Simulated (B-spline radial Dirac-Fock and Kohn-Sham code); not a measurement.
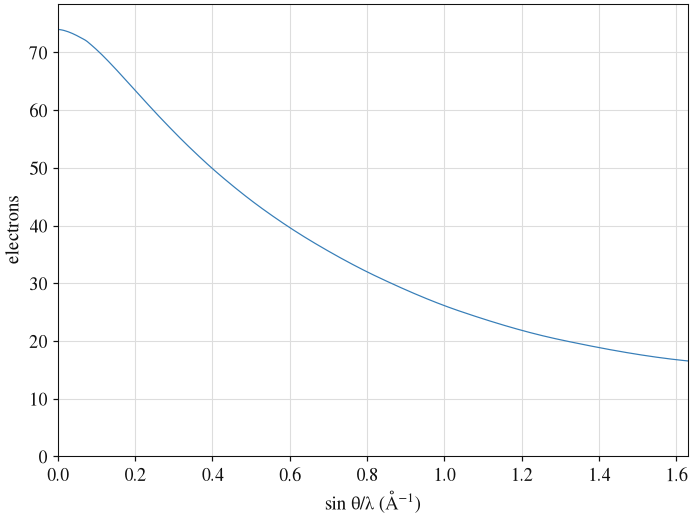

The X-ray form factor f against sin θ/λ. Computed with a B-spline radial atomic code: the spherical Dirac–Fock density (average of configuration).

> The nuclear charge is 75. What is the species?

Re⁺: f(0) = 74 electrons, so the charge is 75 − 74 = +1.

> Where has f fallen to half its forward value?

Near sin θ/λ = 0.66 Å⁻¹.

> How many electrons does the species have?

74, the value of f at zero angle.
